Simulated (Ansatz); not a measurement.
A ladder of methods for BNH6 (B(NH3)H3)

The species is BNH6 (8 atoms), meant as a singlet with charge 0. SMILES: `[H]B([H])([H])<-N`. The shape is that of a GFN2-xTB optimisation.

```xyz
8

B    -0.0022    0.0030   -0.8307
N     0.0021   -0.0030    0.8280
H    -0.9561    0.0344    1.1535
H     0.5158    0.8072    1.1527
H     0.4496   -0.8541    1.1461
H     1.1434   -0.0321   -1.1528
H    -0.5450    1.0152   -1.1449
H    -0.6076   -0.9705   -1.1519
```

Quantity: the energy change with the B1–H7 bond stretched from 1.191 to 1.786 Å, in eV. The values are calculated.

```tsv
level	kind	program	value (eV)	less FCI/STO-3G	CPU time (all runs)
SVWN5/STO-3G (restricted)	LDA	Ansatz	2.53	+0.09	1.5 s
revPBE/STO-3G (restricted)	GGA	Ansatz	2.37	-0.07	2.3 s
r2SCAN/STO-3G (restricted)	meta-GGA	Ansatz	2.59	+0.15	4.8 s
B3LYP/STO-3G (restricted)	global hybrid	Ansatz	2.57	+0.13	2.5 s
HSE06/STO-3G (restricted)	range-separated hybrid	Ansatz	2.67	+0.23	2.8 s
wB97X/STO-3G (restricted)	range-separated hybrid	Ansatz	2.72	+0.28	11 s
B2PLYP/STO-3G (restricted)	double hybrid	Ansatz	2.68	+0.24	3.5 s
MP2/STO-3G (restricted)	perturbation theory	Ansatz	2.76	+0.32	0.16 s
CCSDT/STO-3G (restricted)	coupled cluster or CI	Ansatz	2.44	0.00	0.77 s
FCI/STO-3G	exact in the basis	Ansatz	2.44	0.00	1.9 min
```

FCI/STO-3G is exact within its basis and frozen core, so for wave-function methods in that basis the difference is their error; functionals converge differently with the basis, so for them it is only a difference. The first shape isn't each level's own minimum. The values span 2.37 to 2.76 eV. All rows use very small basis sets, so none should be taken for the real molecule's value. Times are those of the runs behind each value, whatever else they computed, on shared processors of several kinds: orders of magnitude only.

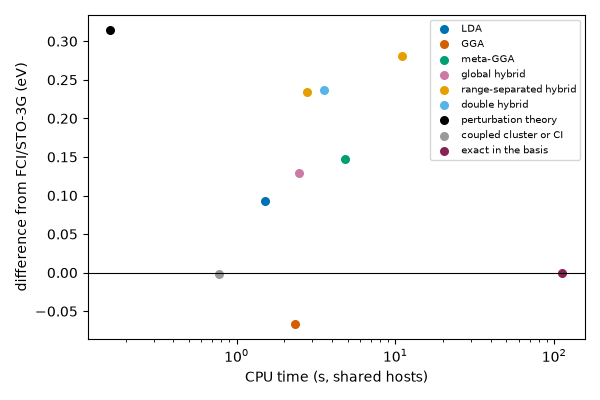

Difference from FCI/STO-3G against processor time, one point a level.
